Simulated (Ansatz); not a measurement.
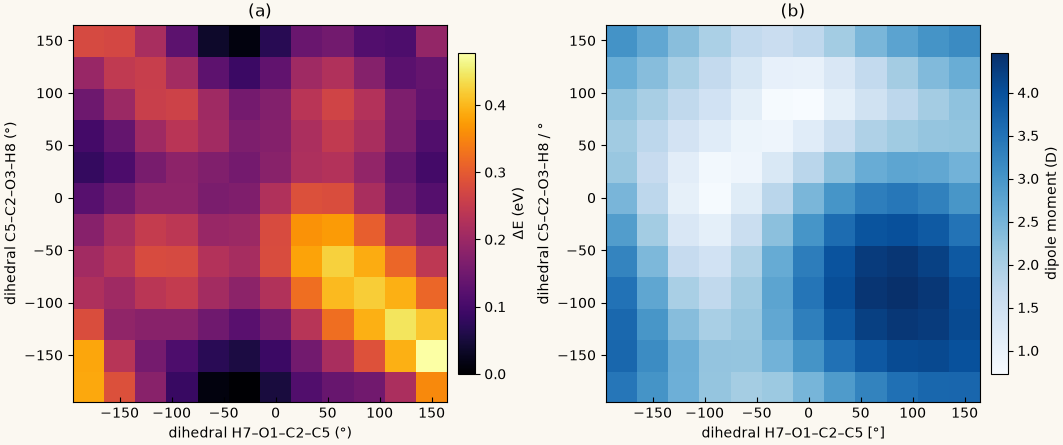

C₂H₂FNO₂, SMILES OC1(O)N=C1F. 
- The first coordinate is: dihedral H7–O1–C2–C5; the second: dihedral C5–C2–O3–H8.
- Nothing is relaxed (all other coordinates rigid).
- The grid has 12 × 12 points.
- Points are written as (first, second).
- Energies: eV, counted from the lowest grid point.
- Theory: RKS PBE0-D4/def2-SVP (Ansatz 0.2.0).

Panel (a) is the energy and panel (b) the computed dipole moment on the same grid.

In the figure: one coloured cell a grid point.

### How does the dipole moment vary over the map, and what is it at the lowest grid point?

Leaving out the highest fifth of the energies, it runs from 0.73 D at (0°, 90°) to 3.89 D at (60°, −150°). At the lowest grid point, (−30°, −180°), it is 2.16 D.

```csv
"dihedral C5–C2–O3–H8 ↓, dihedral H7–O1–C2–C5 →",−180,−150,−120,−90,−60,−30,0,30,60,90,120,150
150,3.04,2.71,2.32,1.97,1.70,1.60,1.74,2.08,2.46,2.78,3.03,3.16
120,2.60,2.34,2.01,1.69,1.35,1.04,1.01,1.30,1.69,2.06,2.39,2.62
90,2.25,2.02,1.73,1.44,1.11,0.76,0.73,1.08,1.47,1.78,2.06,2.27
60,2.09,1.77,1.42,1.15,0.94,0.90,1.16,1.58,1.92,2.11,2.21,2.24
30,2.18,1.65,1.13,0.83,0.91,1.30,1.81,2.30,2.63,2.75,2.71,2.53
0,2.47,1.76,1.06,0.77,1.17,1.81,2.46,3.00,3.35,3.43,3.31,3.00
−30,2.88,2.07,1.31,1.09,1.58,2.30,3.01,3.59,3.94,4.01,3.85,3.49
−60,3.25,2.43,1.67,1.45,1.92,2.65,3.37,3.95,4.29,4.37,4.22,3.87
−90,3.51,2.74,2.01,1.73,2.10,2.76,3.45,4.03,4.37,4.46,4.35,4.06
−120,3.65,2.99,2.34,2.00,2.18,2.71,3.33,3.87,4.23,4.35,4.29,4.09
−150,3.66,3.13,2.58,2.22,2.21,2.53,3.02,3.51,3.89,4.07,4.10,3.99
−180,3.45,3.03,2.58,2.21,2.05,2.16,2.48,2.90,3.28,3.54,3.67,3.67
```
